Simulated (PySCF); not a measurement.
Consider CH$_{5}$AlO (SMILES C[O][AlH2]).

Input

```
{"job": {"kind": "uv", "xc": "CAM-B3LYP", "basis": "def2-SVPD", "nstates": 8, "ntriplets": 3}, "charge": 0, "multiplicity": 1}
C     -1.338168    -0.180638     0.199568
O      0.036315     0.006031    -0.007761
Al     1.645442     0.224612    -0.250965
H     -1.529113    -1.205592     0.522544
H     -1.882249     0.007469    -0.728419
H     -1.695546     0.507917     0.968142
H      2.588513    -0.982426    -0.198378
H      2.183862     1.632038    -0.529296
```

Command:

```sh
OMP_NUM_THREADS=1 python probes_run.py task.json out
```

Geometry: GFN2-xTB.

Computed with PySCF 2.14.0, CAM-B3LYP/def2-SVPD, SCF density, gas phase.

What can the converged electron density and electron localisation function tell about the bonding?

C–O (1.40 Å): ρ at the midpoint is about 2 e/Å³, with its minimum of 1.7 e/Å³ about 0.5 Å from C; the ELF peaks at about 0.90 between the atoms, as expected for a polar covalent bond.
Al–O (1.64 Å): ρ at the midpoint is about 0.85 e/Å³; the ELF peaks at about 0.85 in the valence shell of O, 0.6 Å from its nucleus, and is about 0.25 at the midpoint.
C–H (1.09 Å): the density is about 2 e/Å³ at the midpoint; the ELF climbs to about 1 towards the hydrogen, as it does in any bond to H; an ordinary covalent bond to hydrogen.
Al–H (1.53 Å): ρ is about 0.59 e/Å³ halfway; the ELF climbs to about 1 towards the hydrogen.

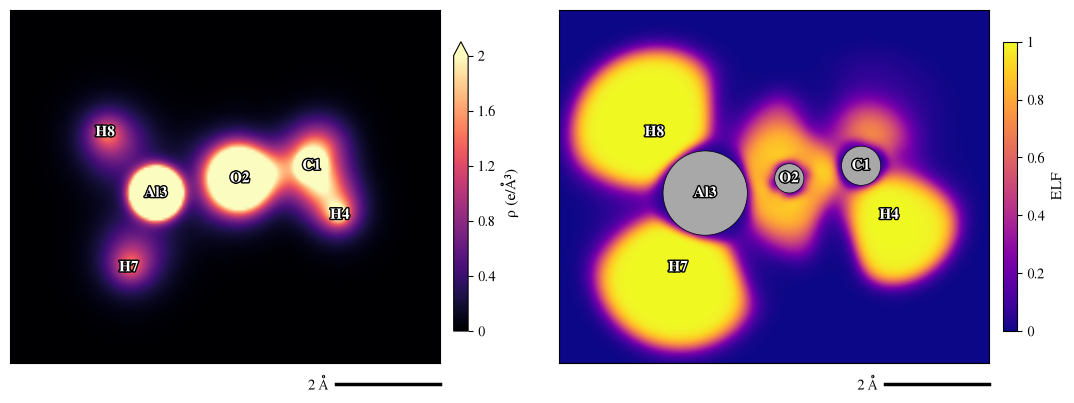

Computed electron density and electron localisation function on the plane of atoms O2, C1 and H4, in this order. Grey discs cover the atomic cores in the ELF map. 
